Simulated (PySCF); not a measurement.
```xyz
12

O     2.1874    0.8452   -0.3272
C     0.9667    0.3163   -0.1171
C    -0.1736    0.9994   -0.5201
C    -1.4192    0.4447   -0.2968
F    -2.5140    1.1163   -0.6901
C    -1.5815   -0.7919    0.3241
C    -0.4407   -1.4289    0.7031
C     0.8100   -0.9340    0.5119
F     1.9397   -1.5760    0.8945
H     2.8708    0.2491    0.0117
H    -0.0781    1.9576   -1.0033
H    -2.5662   -1.1985    0.4834
```

Geometry: GFN2-xTB.

These are results of UKS B3LYP, pcH-1 on C F H O, non-relativistic, mean-field spin-orbit, GIAO (PySCF 2.14.0, density-fitted response routines), not measurements.

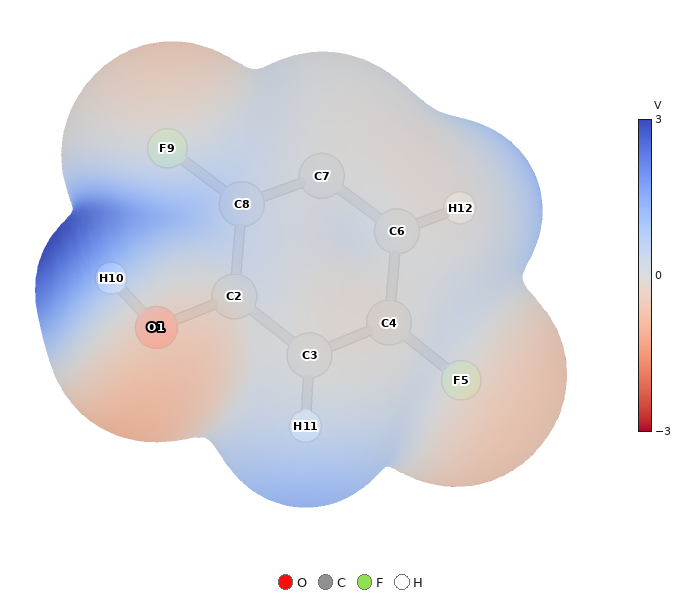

C6H3F2O (doublet). The molecular electrostatic potential painted on the density surface at 0.002 e/bohr³, seen at a tilt; red is negative and blue positive.

Which sites attract a positive test charge, and which a negative one?

Answer. A positive charge is drawn to the negative regions and a negative charge to the positive ones. The most negative region (about −0.9 V) lies over O1, the most positive (about +2.8 V) over H10.
